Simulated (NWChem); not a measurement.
# C2H4S (thiirane) at 6 levels

We compute a comparison of 6 runs (B3LYP/aug-cc-pVDZ, PBE/aug-cc-pVDZ, PBE0/aug-cc-pVDZ, SVWN5/aug-cc-pVDZ, r2SCAN/aug-cc-pVDZ, CCSD(T)/aug-cc-pVDZ) of C2H4S (thiirane). 

The results are computed with NWChem 7.3.0.

### Step 1. Starting point

C2H4S has 7 atoms, charge 0, and is taken as a singlet. SMILES: `C1CS1`. The coordinates come from a PBE0-D4/def2-TZVP relaxation.

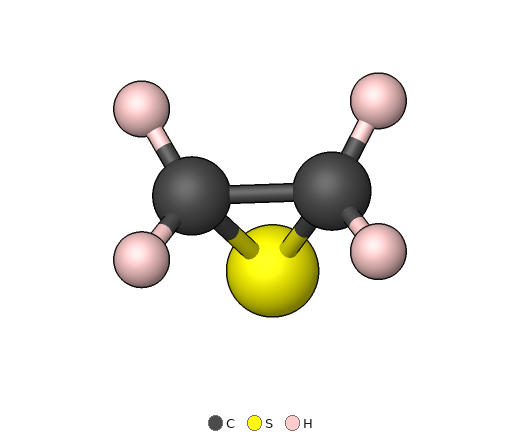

Viewed from a chosen angle; carbon dark grey, sulfur yellow, hydrogen pink.

### Step 2. Energy and gradient at B3LYP/aug-cc-pVDZ (run 1)

The input, input.nw:

```
start input
title "C2H4S B3LYP"
memory total 2200 mb
charge 0

geometry units angstrom noautosym nocenter noautoz
   C       -0.515770       0.123480      -0.520180
   C        0.600760      -0.036080       0.435470
   S       -0.898110      -0.923600       0.895080
   H       -0.448740      -0.388430      -1.473330
   H       -1.032050       1.076250      -0.547280
   H        0.855300       0.806520       1.068140
   H        1.438610      -0.658150       0.142080
end

basis spherical bse
   * library aug-cc-pVDZ
end

dft
   xc b3lyp
   mult 1
   grid fine
   convergence energy 1e-08
   iterations 100
   mulliken
   noprint "final vectors analysis"
end

task dft gradient
```

The run is started by

```bash
$ nwchem input.nw > input.out
```

Log:

```text
[...]
          Wavefunction type:  closed shell.
          No. of atoms     :     7
          No. of electrons :    32
[...]
          Charge           :     0
          Spin multiplicity:     1
[...]
          AO basis - number of functions:   109
[...]
              XC Information
              --------------
                         B3LYP Method XC Potential
                     Hartree-Fock (Exact) Exchange  0.200
                        Slater Exchange Functional  0.800 local
                    Becke 1988 Exchange Functional  0.720 non-local
              Lee-Yang-Parr Correlation Functional  0.810
                  VWN I RPA Correlation Functional  0.190 local
[...]
 d= 0,ls=0.0,diis     1   -476.7775495261 -5.79D+02  1.86D-02  3.18D-01     6.6
[...]
 d= 0,ls=0.0,diis     8   -476.8123550585  1.01D-09  1.25D-06  2.30D-08    39.3
         Total DFT energy =     -476.812355058509
      One electron energy =     -856.686625240700
           Coulomb energy =      316.114941720849
    Exchange-Corr. energy =      -38.055745898611
 Nuclear repulsion energy =      101.815074359953
[...]
      Total Density - Mulliken Population Analysis
     ---------------------------------------------
    Atom       Charge   Shell Charges
 -----------   ------   -------------------------------------------------------
    1 C    6     4.99   2.02  0.65  0.40 -0.19  2.11  0.01  0.03  0.07 -0.11
    2 C    6     4.99   2.02  0.65  0.40 -0.19  2.11  0.01  0.03  0.07 -0.11
    3 S   16    15.96   2.00  2.05  0.93  0.94  0.10  6.01  2.36  1.44  0.08  0.09 -0.06
    4 H    1     1.52   0.79  0.74  0.01  0.03 -0.05
    5 H    1     1.52   0.79  0.74  0.01  0.03 -0.05
    6 H    1     1.52   0.79  0.74  0.01  0.03 -0.05
    7 H    1     1.52   0.79  0.74  0.01  0.03 -0.05
[...]
  wavefunction    = closed shell
                         DFT ENERGY GRADIENTS
    atom               coordinates                        gradient
                 x          y          z           x          y          z
   1 C      -0.974664   0.233343  -0.982998   -0.001111  -0.006347   0.009334
   2 C       1.135272  -0.068181   0.822919   -0.009991  -0.005073   0.001733
   3 S      -1.697182  -1.745351   1.691456    0.014091   0.014492  -0.014045
   4 H      -0.847996  -0.734026  -2.784190   -0.000050   0.001889   0.004186
   5 H      -1.950292   2.033818  -1.034209    0.002277  -0.003955   0.000489
   6 H       1.616283   1.524102   2.018492   -0.001444  -0.003426  -0.002697
   7 H       2.718579  -1.243723   0.268492   -0.003772   0.002421   0.001000
[...]
```

Wall time 54 s (1 thread of Intel Xeon 6975P-C (Granite Rapids), shared host); peak memory 0.13 GiB.

### Step 3. Energy and gradient at PBE/aug-cc-pVDZ (run 2)

The input, work.nw:

```
START work
memory stack 880 mb heap 220 mb global 1100 mb

GEOMETRY units au noautosym nocenter noautoz
C     -0.97466404     0.23334338    -0.98299774
C      1.13527187    -0.06818132     0.82291904
S     -1.69718193    -1.74535105     1.69145606
H     -0.84799570    -0.73402632    -2.78419019
H     -1.95029185     2.03381774    -1.03420931
H      1.61628275     1.52410191     2.01849206
H      2.71857890    -1.24372325     0.26849229
END

BASIS spherical bse
* library aug-cc-pVDZ
END

DFT
xc xpbe96 cpbe96
mult 1
grid fine
convergence energy 1e-08
iterations 100
mulliken
END

TASK dft gradient
```

The run is started by

```bash
$ nwchem work.nw > work.out
```

Log:

```text
[...]
          Wavefunction type:  closed shell.
          No. of atoms     :     7
          No. of electrons :    32
[...]
          Charge           :     0
          Spin multiplicity:     1
[...]
          AO basis - number of functions:   109
[...]
              XC Information
              --------------
          PerdewBurkeErnzerhof Exchange Functional  1.000
            Perdew 1991 LDA Correlation Functional  1.000 local
           PerdewBurkeErnz. Correlation Functional  1.000 non-local
[...]
 d= 0,ls=0.0,diis     1   -476.4814132893 -5.78D+02  1.82D-02  3.61D-01     6.5
[...]
 d= 0,ls=0.0,diis     8   -476.5161742695 -4.15D-09  2.23D-06  5.13D-08    40.0
         Total DFT energy =     -476.516174269498
      One electron energy =     -856.659999475494
           Coulomb energy =      316.074192543905
    Exchange-Corr. energy =      -37.745434313958
 Nuclear repulsion energy =      101.815066976049
[...]
      Total Density - Mulliken Population Analysis
     ---------------------------------------------
    Atom       Charge   Shell Charges
 -----------   ------   -------------------------------------------------------
    1 C    6     5.08   2.02  0.64  0.48 -0.16  2.11  0.01  0.03  0.07 -0.13
    2 C    6     5.08   2.02  0.64  0.48 -0.16  2.11  0.01  0.03  0.07 -0.13
    3 S   16    15.96   2.00  2.06  0.91  1.00  0.09  6.01  2.35  1.42  0.08  0.09 -0.06
    4 H    1     1.47   0.78  0.70  0.01  0.03 -0.05
    5 H    1     1.47   0.78  0.70  0.01  0.03 -0.05
    6 H    1     1.47   0.78  0.70  0.01  0.03 -0.05
    7 H    1     1.47   0.78  0.70  0.01  0.03 -0.05
[...]
  wavefunction    = closed shell
                         DFT ENERGY GRADIENTS
    atom               coordinates                        gradient
                 x          y          z           x          y          z
   1 C      -0.974664   0.233343  -0.982998   -0.000333  -0.004354   0.006671
   2 C       1.135272  -0.068181   0.822919   -0.007175  -0.003371   0.000814
   3 S      -1.697182  -1.745351   1.691456    0.013455   0.013838  -0.013411
   4 H      -0.847996  -0.734026  -2.784190   -0.000401   0.004544   0.008837
   5 H      -1.950292   2.033818  -1.034209    0.004858  -0.008661   0.000486
   6 H       1.616283   1.524102   2.018492   -0.002572  -0.007602  -0.005875
   7 H       2.718579  -1.243723   0.268492   -0.007832   0.005606   0.002476
[...]
```

It took 53 s on 1 thread of Intel Xeon 6975P-C (Granite Rapids), shared host; peak memory 0.13 GiB.

### Step 4. Energy and gradient at PBE0/aug-cc-pVDZ (run 3)

The input, c2h4s.nw:

```
start c2h4s
title "C2H4S"
memory total 2200 mb
charge 0

geometry units bohr noautosym nocenter noautoz
 C   -0.97466404   0.23334338  -0.98299774
 C    1.13527187  -0.06818132   0.82291904
 S   -1.69718193  -1.74535105   1.69145606
 H   -0.84799570  -0.73402632  -2.78419019
 H   -1.95029185   2.03381774  -1.03420931
 H    1.61628275   1.52410191   2.01849206
 H    2.71857890  -1.24372325   0.26849229
end

basis spherical bse
 C library aug-cc-pVDZ
 S library aug-cc-pVDZ
 H library aug-cc-pVDZ
end

dft
 xc pbe0
 grid fine
 convergence energy 1e-08
 iterations 100
 mulliken
end

task dft gradient
```

The run is started by

```bash
$ nwchem c2h4s.nw > c2h4s.out
```

Log:

```text
[...]
          Wavefunction type:  closed shell.
          No. of atoms     :     7
          No. of electrons :    32
[...]
          Charge           :     0
          Spin multiplicity:     1
[...]
          AO basis - number of functions:   109
[...]
              XC Information
              --------------
                         PBE0 Method XC Functional
                     Hartree-Fock (Exact) Exchange  0.250
          PerdewBurkeErnzerhof Exchange Functional  0.750
            Perdew 1991 LDA Correlation Functional  1.000 local
           PerdewBurkeErnz. Correlation Functional  1.000 non-local
[...]
 d= 0,ls=0.0,diis     1   -476.5328859213 -5.78D+02  1.10D-02  2.52D-01     6.2
[...]
 d= 0,ls=0.0,diis     8   -476.5624072436 -1.37D-10  1.05D-06  1.51D-08    27.5
         Total DFT energy =     -476.562407243572
      One electron energy =     -856.704800006639
           Coulomb energy =      316.130471083889
    Exchange-Corr. energy =      -37.803145296871
 Nuclear repulsion energy =      101.815066976049
[...]
      Total Density - Mulliken Population Analysis
     ---------------------------------------------
    Atom       Charge   Shell Charges
 -----------   ------   -------------------------------------------------------
    1 C    6     5.31   2.02  0.64  0.48 -0.15  2.08  0.24  0.04  0.07 -0.12
    2 C    6     5.31   2.02  0.64  0.48 -0.15  2.08  0.24  0.04  0.07 -0.12
    3 S   16    15.93   2.00  2.05  0.90  1.01  0.08  6.01  2.34  1.45  0.07  0.09 -0.06
    4 H    1     1.36   0.77  0.60  0.01  0.03 -0.05
    5 H    1     1.36   0.77  0.60  0.01  0.03 -0.05
    6 H    1     1.36   0.77  0.60  0.01  0.03 -0.05
    7 H    1     1.36   0.77  0.60  0.01  0.03 -0.05
[...]
  wavefunction    = closed shell
                         DFT ENERGY GRADIENTS
    atom               coordinates                        gradient
                 x          y          z           x          y          z
   1 C      -0.974664   0.233343  -0.982998   -0.001622  -0.002585   0.003061
   2 C       1.135272  -0.068181   0.822919   -0.003180  -0.002357   0.001727
   3 S      -1.697182  -1.745351   1.691456    0.007004   0.007204  -0.006982
   4 H      -0.847996  -0.734026  -2.784190   -0.000186   0.002424   0.003999
   5 H      -1.950292   2.033818  -1.034209    0.002381  -0.004024  -0.000080
   6 H       1.616283   1.524102   2.018492   -0.000915  -0.003556  -0.002902
   7 H       2.718579  -1.243723   0.268492   -0.003483   0.002894   0.001177
[...]
```

Run time: 42 s. Hardware: 1 thread of Intel Xeon 6975P-C (Granite Rapids), shared host; peak memory 0.13 GiB.

Runs 4 to 5 aren't shown in full; the table further down has their settings and results.

### Step 5. A single-point energy at CCSD(T)/aug-cc-pVDZ (run 6)

The input, c2h4s.nw:

```
START c2h4s
TITLE "C2H4S"
memory 2200 mb
charge 0

GEOMETRY units angstrom noautosym nocenter noautoz
  C       -0.515770       0.123480      -0.520180
  C        0.600760      -0.036080       0.435470
  S       -0.898110      -0.923600       0.895080
  H       -0.448740      -0.388430      -1.473330
  H       -1.032050       1.076250      -0.547280
  H        0.855300       0.806520       1.068140
  H        1.438610      -0.658150       0.142080
END

BASIS spherical bse
  C library aug-cc-pVDZ
  S library aug-cc-pVDZ
  H library aug-cc-pVDZ
END

SCF
  thresh 1e-08
  maxiter 80
END

CCSD
  freeze core 7
  maxiter 60
END

TASK ccsd(t) energy
```

The run is started by

```bash
$ nwchem c2h4s.nw > c2h4s.out
```

Log:

```text
[...]
  functions       =   109
[...]
  wavefunction    = RHF
[...]
         Total SCF energy =   -475.577135477077
      One-electron energy =   -856.343273266232
      Two-electron energy =    278.951063429202
 Nuclear repulsion energy =    101.815074359953
        Time for solution =     41.2s
[...]
 Total MP2 energy:           -476.008650526167287
[...]
             energy      energy      error      ampl     ampl      Block
                                                time     time      time
[...]
 Total CCSD energy:           -476.042285969805732
[...]
 Total CCSD+T(CCSD) energy:           -476.060633555989000
[...]
 Total CCSD(T) energy:                -476.060219626883907
[...]
```

Wall time 3.8 min (1 thread of Intel Xeon 6975P-C (Granite Rapids), shared host); peak memory 0.32 GiB.

### Step 6. Overview of the runs

```csv
run,level,task,integration grid,energy (Eh),dipole moment (D) of the reference,largest force (eV/Å),wall time
1,B3LYP/aug-cc-pVDZ,gradient,fine,-476.812355,1.91,1.266,54 s
2,PBE/aug-cc-pVDZ,gradient,fine,-476.516174,1.87,1.209,53 s
3,PBE0/aug-cc-pVDZ,gradient,fine,-476.562407,1.95,0.629,42 s
4,SVWN5/aug-cc-pVDZ,gradient,fine,-474.681614,1.87,0.611,43 s
5,r2SCAN/aug-cc-pVDZ,gradient,fine,-476.718530,1.97,0.917,46 s
6,CCSD(T)/aug-cc-pVDZ,energy,–,-476.060220,–,–,3.8 min
```

### Step 7. Results

```
                                          quantity          value
                               run 6: total energy  -476.06022 Eh
        run 6: HOMO energy (Hartree–Fock orbitals)       -9.41 eV
        run 6: LUMO energy (Hartree–Fock orbitals)        1.02 eV
      run 6: HOMO–LUMO gap (Hartree–Fock orbitals)       10.43 eV
run 6: correlation energy (7 core orbitals frozen)     -483.1 mEh
                             run 6: (T) correction     -17.93 mEh
```

**Reading.** Over runs 1, 2, 3, 4, 5 the dipole moment (its size) runs from 1.87 D (PBE/aug-cc-pVDZ) to 1.97 D (r2SCAN/aug-cc-pVDZ). Over runs 2, 3, 4, 5 the HOMO–LUMO gap runs from 4.49 eV (SVWN5/aug-cc-pVDZ) to 6.58 eV (PBE0/aug-cc-pVDZ). Totals of different functionals can't be ranked against each other. All runs together took 7.7 min, the longest 3.8 min.
